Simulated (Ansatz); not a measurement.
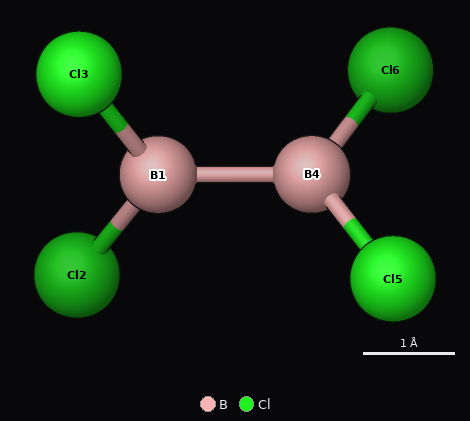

Fig. 1: The structure (ball-and-stick view, seen on its broad side; atoms are numbered from 1 in the order of the input). Bond lengths as drawn: B–B 1.69 Å and B–Cl 1.75 Å.

Single-point calculation, with input and output: B₂Cl₄

B₂Cl₄ (B2(Cl)4), computed with RKS PBE0-D4/def2-TZVP (Ansatz 0.2.0).

The geometry comes from this level: PBE0-D4/def2-SVP. Figures and captions count atoms from 1; the log counts them from 0 in places.

Log:
```
Functional definition: PBE0
  name "PBE0"
  cite "Adamo & Barone, J. Chem. Phys. 110, 6158 (1999) doi:10.1063/1.478522"
  cite "Perdew, Burke & Ernzerhof, Phys. Rev. Lett. 77, 3865 (1996) doi:10.1103/PhysRevLett.77.3865"
  parent pbe
  parameter a = 0.25
  parameter kappa = 0.804
  parameter beta = 0.06672455060314922
  exchange = (1 - a)*pbe_x(kappa = kappa, mu = beta*pi^2/3) + a*exact_x
  correlation = pbe_c(beta = beta)
these checks for a lower state are left out or cut short: starts
1410 factors; their error is unknown
mean field evaluation 1: about -51427.0022 eV, gradient 2.0e2 eV
mean field evaluation 2: about -51430.8150 eV, gradient 5.0e0 eV
mean field evaluation 4: about -51431.0381 eV, gradient 1.8e-1 eV
mean field evaluation 8: about -51431.0382 eV, gradient 7.1e-6 eV
mean field -51431.03819434 eV, -1890.0557924324 hartree, gradient 7.1e-6 eV, S^2 0.000000; 0 other end points of the search recorded, 0 dependent functions left out
the calculation of the forces begins
reference -51431.03822486 eV, -1890.0557935539 hartree; 39, 39 occupied and 171, 171 virtual orbitals, 1410 factors
Total energy: -51431.25863079 eV, -1890.0638933223 hartree
Atom 0 at     0.075854     0.573316    -0.618312 Å, force    -0.003859     0.017257    -0.028994 eV/Å
Atom 1 at    -1.342814     1.364338    -1.263764 Å, force     0.136548    -0.096342     0.076354 eV/Å
Atom 2 at     1.649161     0.974914    -1.263820 Å, force    -0.148003    -0.046691     0.083021 eV/Å
Atom 3 at    -0.074444    -0.573281     0.619183 Å, force    -0.005412    -0.011490     0.015701 eV/Å
Atom 4 at    -0.187728    -0.060857     2.285659 Å, force     0.020125    -0.033151    -0.164161 eV/Å
Atom 5 at    -0.120020    -2.278439     0.241056 Å, force     0.000601     0.170417     0.018079 eV/Å
Dipole moment:     0.000655    -0.000425     0.000577 e Å
Checks for a lower state left out: starts
```

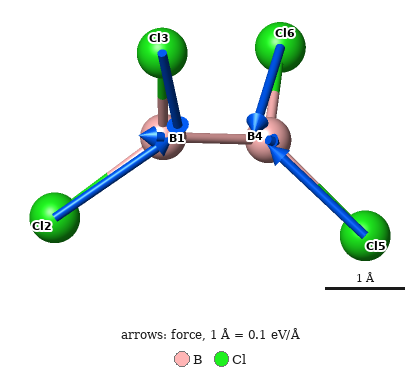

Fig. 2: Forces on the atoms as blue arrows (ball-and-stick view, seen at a tilt; atoms are numbered from 1 in the order of the input). The largest act on Cl2 (0.18 eV/Å); Cl3 (0.18 eV/Å); Cl5, Cl6 (0.17 eV/Å). The geometry is not a stationary point of this energy.

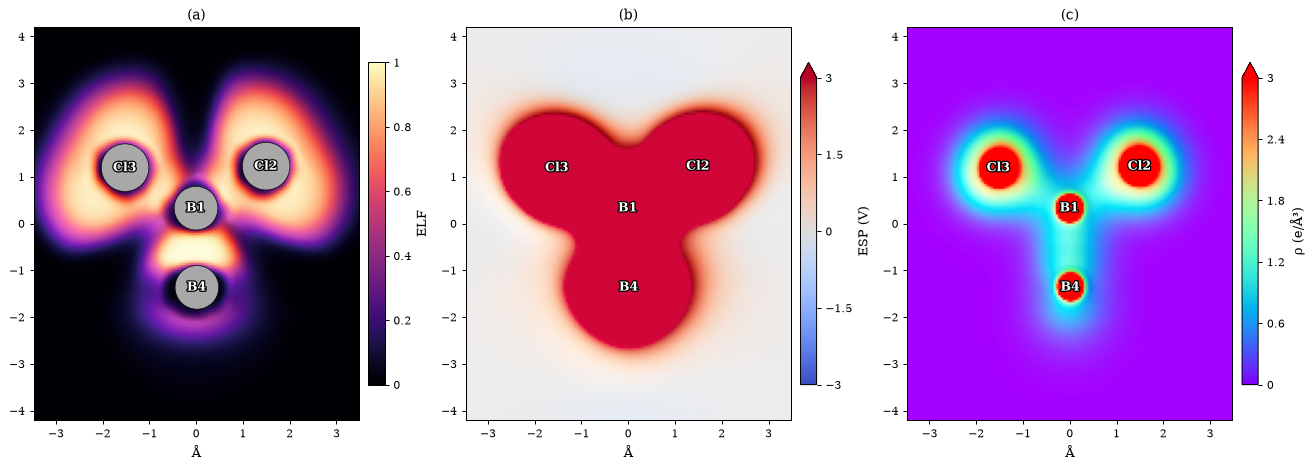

Fig. 3: (a) electron localisation function; (b) electrostatic potential; (c) electron density on the plane of atoms Cl3, B1 and B4. Grey discs, where drawn, cover atomic cores. The potential has no marked negative region in this plane.

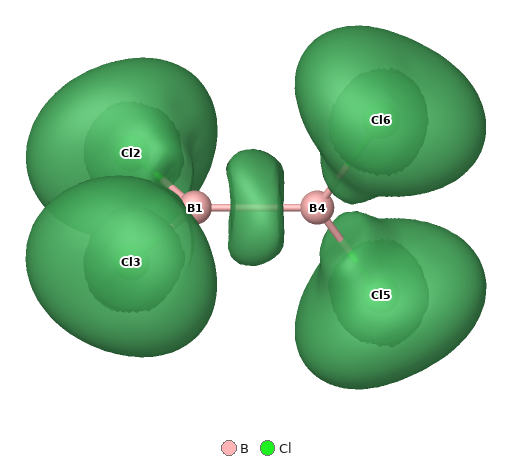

Fig. 4: Isosurface of the ELF at 0.75 (green), seen from the side. Core shells and regions of very low density are left out.

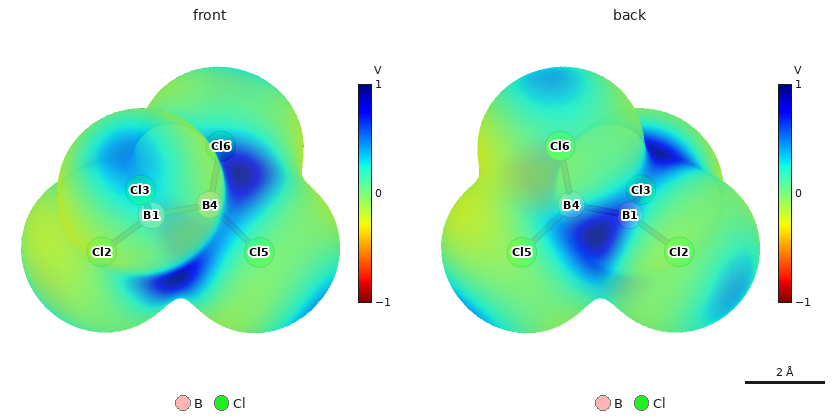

Fig. 5: The molecular electrostatic potential painted on the density surface at 0.001 e/bohr³, seen at a tilt and from behind; red is negative and blue positive.

This output came from the following input.

Input file:
```yaml
crystal:
  periodic: [false, false, false]
  atoms:
    - {symbol: B, position_ang: [0.075854, 0.573316, -0.618312]}
    - {symbol: Cl, position_ang: [-1.342814, 1.364338, -1.263764]}
    - {symbol: Cl, position_ang: [1.649161, 0.974914, -1.263820]}
    - {symbol: B, position_ang: [-0.074444, -0.573281, 0.619183]}
    - {symbol: Cl, position_ang: [-0.187728, -0.060857, 2.285659]}
    - {symbol: Cl, position_ang: [-0.120020, -2.278439, 0.241056]}
basis:
  gaussian: {orbitals: def2-TZVP, initial_orbitals: start.molden}
hamiltonian: {xc: pbe0, dispersion: d4}
scf: {omitted_lower_state_checks: [starts]}
output: {forces: true, orbitals: {seedname: orbitals}}
```

Run as:
```bash
ansatz run in.yaml --threads 2 --pin off --events-out ev --progress --plain --max-ram 32768MiB --backend cpu
```

Results in brief:

| quantity | value |
| --- | --- |
| outcome | converged |
| total energy | −51431.2586 eV |
| mean-field energy | −51431.0382 eV |
| dispersion energy | −0.2204 eV |
| SCF solution under orbital rotations | stable |
| HOMO | −8.51 eV |
| LUMO | −2.20 eV |
| largest force (length of the vector) | 0.184 eV/Å |
| dipole moment | 0.00 D |
| hardware | 2 CPU threads, shared host |
| wall time | 9 s (CPU time 15 s) |
| peak memory | 0.69 GiB |
